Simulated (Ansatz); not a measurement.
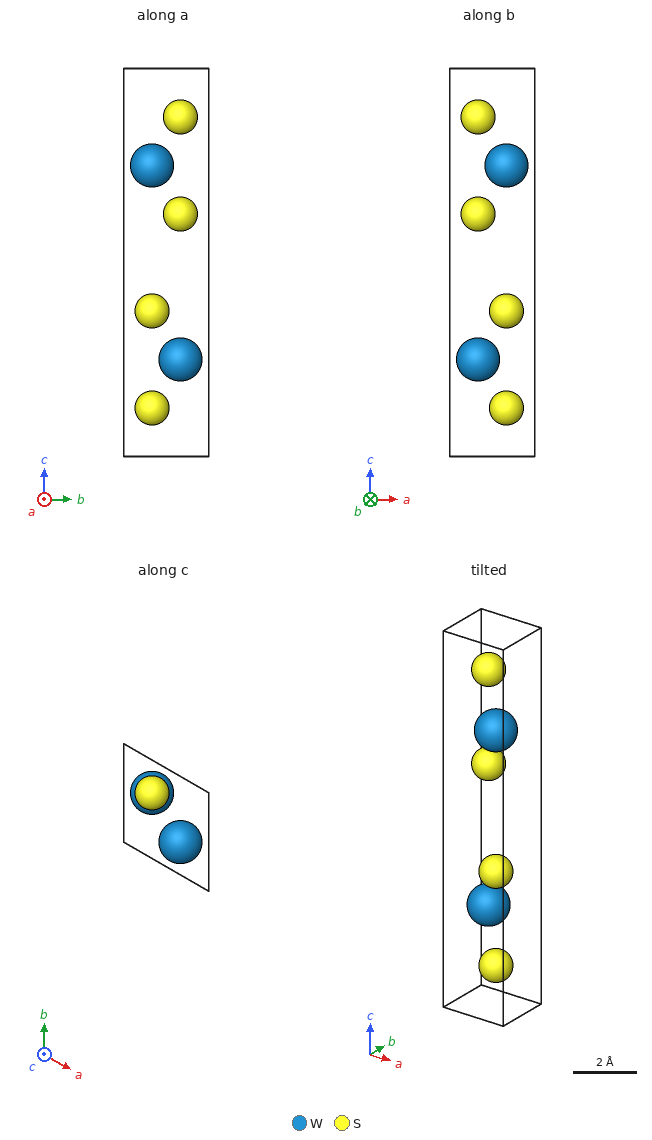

Spheres-only drawing of the structure, looking along the a axis, along the b axis, along the c axis and slightly off an axis. One conventional unit cell is outlined, and atoms on its boundary appear in each equivalent place.

Lattice parameters: a = 3.1699 Å, b = 3.1699 Å, c = 12.4911 Å, α = 90.000°, β = 90.000°, γ = 120.000°.

### Record the structure as a CIF with its space group and independent sites.

```cif
data_structure
_symmetry_space_group_name_H-M 'P 63/m m c'
_symmetry_Int_Tables_number 194
_cell_length_a 3.1699
_cell_length_b 3.1699
_cell_length_c 12.4911
_cell_angle_alpha 90.000
_cell_angle_beta 90.000
_cell_angle_gamma 120.000
_cell_volume 108.70
loop_
_atom_site_label
_atom_site_type_symbol
_atom_site_symmetry_multiplicity
_atom_site_Wyckoff_symbol
_atom_site_fract_x
_atom_site_fract_y
_atom_site_fract_z
_atom_site_occupancy
W1 W 2 c 0.3333 0.6667 0.2500 1
S1 S 4 f 0.6667 0.3333 0.3751 1
```

Provenance: a structure type filled with these elements by a generator (whether the compound takes this form wasn't checked). Earlier steps of the study may have refined or changed the cell and positions. It was run through Ansatz as a DFT input.
